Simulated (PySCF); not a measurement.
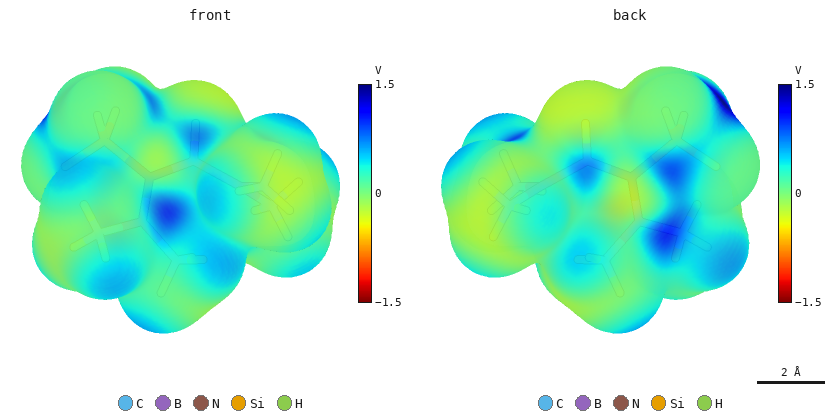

C4H16B3NSi (SMILES CB(C)BN([SiH3])B(C)C). The molecular electrostatic potential painted on the density surface at 0.002 e/bohr³, seen from the front and from behind; the colour scale runs from red (negative) to blue (positive).

Geometry: GFN2-xTB.

Computed with PySCF 2.14.0, PBE0/pcSseg-1, SCF density, gas phase, non-relativistic.

```xyz
25

C     2.1732   -1.2060    1.6954
B     1.7105   -0.2935    0.4802
C     2.4725    1.0958    0.3389
B     0.7130   -0.8248   -0.7254
N    -0.6655   -0.4925   -0.9348
Si   -1.4563   -1.0715   -2.4032
B    -1.3660    0.3741   -0.0302
C    -2.5917    1.2499   -0.5280
C    -0.9559    0.4768    1.4964
H     3.1758   -1.5770    1.4784
H     2.2540   -0.6525    2.6298
H     1.5477   -2.0782    1.8749
H     1.8523    1.8870   -0.0795
H     2.9095    1.4621    1.2665
H     3.2963    0.9578   -0.3630
H     1.1941   -1.5096   -1.5655
H    -2.8928   -1.1937   -2.1412
H    -1.1985   -0.1301   -3.5009
H    -0.9132   -2.3952   -2.7092
H    -3.5271    0.7375   -0.3023
H    -2.5870    1.4455   -1.5981
H    -2.6375    2.2076   -0.0122
H    -1.7724    0.8344    2.1214
H    -0.1391    1.1868    1.6149
H    -0.6069   -0.4665    1.9059
```

**Where is the surface potential most negative and most positive?**

The most negative region (about −0.3 V) lies over C1, C3, N5 and H16, the most positive (about +1.3 V) over Si6.
